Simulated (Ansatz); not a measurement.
## Electronic structure of FH6NOSi2 in real space

The calculation's input:

```
crystal:
  periodic: [false, false, false]
  atoms:
    - { symbol: Si, position_ang: [0.0, 0.0, 0.0] }
    - { symbol: H, position_ang: [0.0, 0.0, 1.46] }
    - { symbol: O, position_ang: [1.5842, 0.0, -0.5594] }
    - { symbol: Si, position_ang: [2.4906, -1.3762, -0.8866] }
    - { symbol: H, position_ang: [1.6598, -2.3521, -1.5857] }
    - { symbol: H, position_ang: [3.6318, -1.0202, -1.7249] }
    - { symbol: H, position_ang: [2.9691, -1.9538, 0.366] }
    - { symbol: "N", position_ang: [-0.8572, 1.4851, -0.6061] }
    - { symbol: H, position_ang: [-1.8773, 1.43, -0.8888] }
    - { symbol: H, position_ang: [-0.3367, 2.4058, -0.6766] }
    - { symbol: F, position_ang: [-0.7489, -1.2974, -0.5295] }
basis:
  gaussian: { orbitals: "6-31G" }
hamiltonian:
  xc: pbe
relax:
  f_tol: 0.02
  max_steps: 40
output:
  orbitals: {}
```

Command:

```sh
ansatz run input.yaml --threads 1 --pin off --max-ram 2048MiB --backend cpu --events-out ev --progress --plain --runs-dir out
```

The fields are those of the run's last geometry, not of the input's.

Computed with RKS PBE/6-31G (Ansatz 0.2.0).

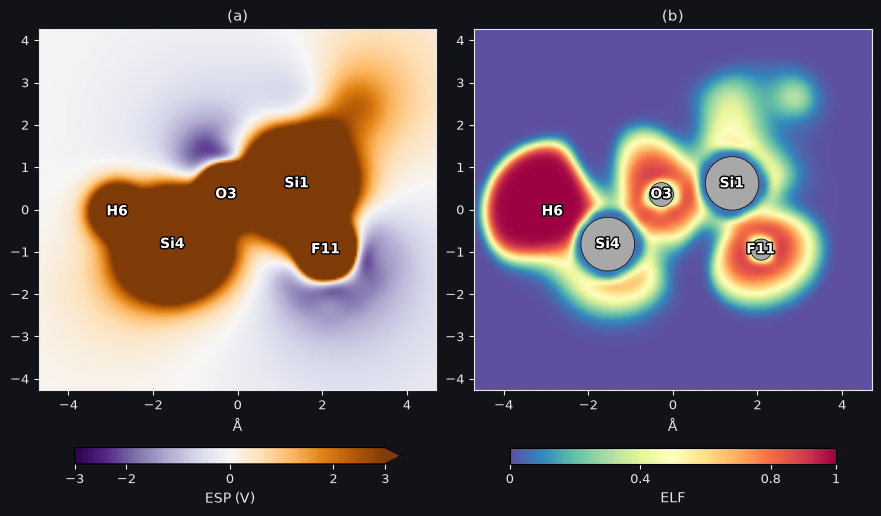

Figure 1. (a) electrostatic potential; (b) electron localisation function on the plane of atoms O3, Si4 and H6. Grey discs cover the atomic cores in the ELF map.

> Interpret the plot.

The plane passes through Si, O, H and F nuclei.
Si–O (1.70 Å): the ELF peaks at about 0.85 between the atoms (a polar covalent bond).
Si–F (1.72 Å): the ELF peaks at about 0.80 in the valence shell of F, 0.5 Å from its nucleus, and is about 0.40 at the midpoint.
Si–H (1.51 Å): the ELF climbs to about 1 towards the hydrogen, as it does in any bond to H.
The ELF also peaks beside F11 and O3, away from the bonds: lone-pair regions.
Outside the dense part of the molecule the potential is most negative (−2.2 V) near O3.

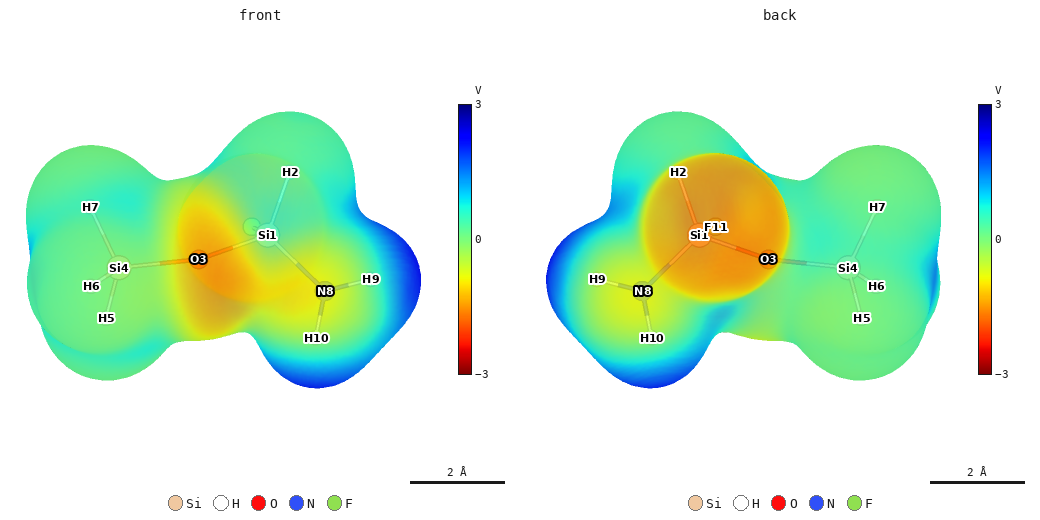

Figure 2. The molecular electrostatic potential painted on the density surface at 0.002 e/bohr³, seen from the front and from behind; the colour scale runs from red (negative) to blue (positive).

> Describe the electrostatic potential map.

The most negative region (about −1.6 V, or −37 kcal/mol for a unit charge) lies over F11, the most positive (about +2.1 V, or +48 kcal/mol for a unit charge) over H9.

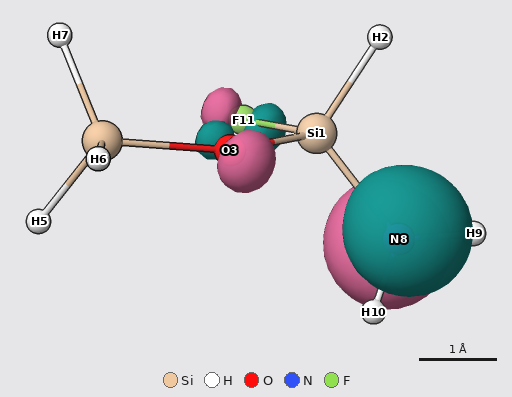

Figure 3. One frontier orbital at ±0.2 Å⁻³ᐟ² (teal and pink are the two phases), seen at a tilt.

> Which orbital is it: HOMO or LUMO?

The HOMO, at −6.11 eV. By Hirshfeld shares it lies mainly on N8 (about 70 %); largely a lone pair of N8.
